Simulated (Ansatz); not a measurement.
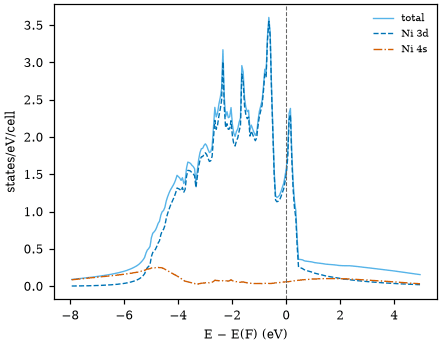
Figure. Total and projected density of states of Ni (fcc (Cu type), space group No. 225), the program Ansatz at the PBEsol level (PAW)

**Question.** Which orbitals carry the states next to the Fermi level?

**Answer.** Within 0.5 eV of the Fermi level: Ni 3d 94 %. Projections are on Löwdin-orthogonalised atomic valence shells; empty p or d shells of many metals are not among them.

**Question.** Where is the tallest occupied peak in this window, and what makes it?

**Answer.** Near -0.6 eV, about 3.6 states/eV per cell; the largest projected share is Ni 3d.

Space group Fm-3m (fcc (Cu type)). The PBEsol relaxation kept the symmetry of its start. Spin order of the final state: ferromagnetic, chosen from 3 collinear starts compared on coarse meshes (ties went to the first, and starts can fall back to one state), not a proven ground state. Textbook magnetic order: ferromagnetic.

Potentials: the later of the program's two PAW sets.
